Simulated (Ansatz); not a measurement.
```xyz
6
Lattice="4.9488 0.0000 0.0000 -2.4744 4.2858 0.0000 0.0000 0.0000 2.7689" Properties=species:S:1:pos:R:3 pbc="T T T"
Ti   -1.6667    2.8869    0.0000
Ti    3.3335    0.0000    0.0000
Ti    0.8077    1.3989    0.0000
N     0.0000    0.0000    1.3844
O     2.4744    1.4286    1.3844
O     0.0000    2.8572    1.3844
```

Space group P-62m; a structure generated by program, which may or may not match a known phase; computed without spin polarisation.

Computed with Ansatz 0.2.0, DFT PBE, scalar-relativistic, plane waves, PAW.

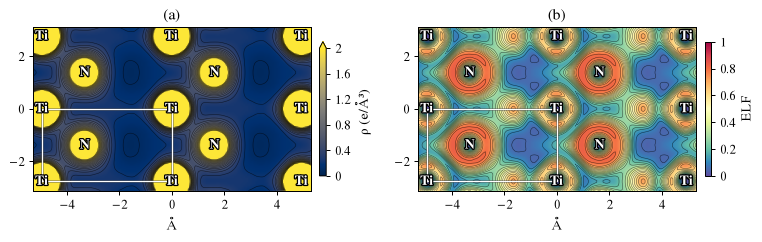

Ti3NO2. (a) valence electron density; (b) electron localisation function on the (100) plane of the conventional cell.

In a PAW calculation such maps are meaningful between the atoms, not at the nuclei.

> What do the fields say about this system?

- The plane passes through Ti and N nuclei.
- Ti–N (2.13 Å): the density is about 0.52 e/Å³ at the midpoint; the ELF peaks at about 0.80 in the valence shell of N, 0.7 Å from its nucleus, and is about 0.20 at the midpoint; no localised pair shows between them.
- Ti–Ti (2.77 Å): ρ is about 0.22 e/Å³ halfway; the ELF is about 0.20 at the midpoint; no localised pair shows between them.
- Between the atoms the lowest density in this plane is 0.08 e/Å³.
- The ELF has a maximum of about 0.70 in the space between the atoms, on no atom or two-centre bond.
- The features right at Ti lie inside the PAW spheres, where the map follows smoothed inner orbitals and isn't to be read closely.
